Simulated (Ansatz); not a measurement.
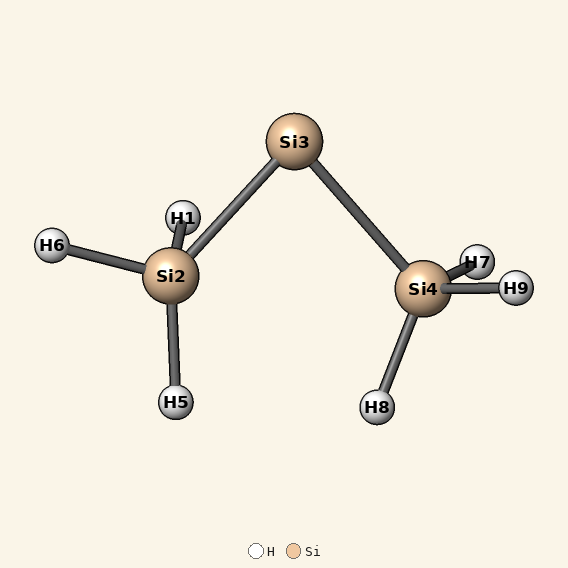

Harmonic vibrations computed with RKS PBE0-D4/def2-TZVP (Ansatz 0.2.0) at a stationary point of the same level.

Question: Minimum or transition state?

Answer: A minimum: no imaginary frequency, and the lowest mode lies at 109 cm⁻¹.

Question: List the wavenumbers.

Answer: 21 modes: 109, 157, 315, 395, 473, 492, 504, 546, 585, 704, 872, 928, 947, 953, 1029, 1613, 2185, 2193, 2199, 2203, 2210 cm⁻¹.
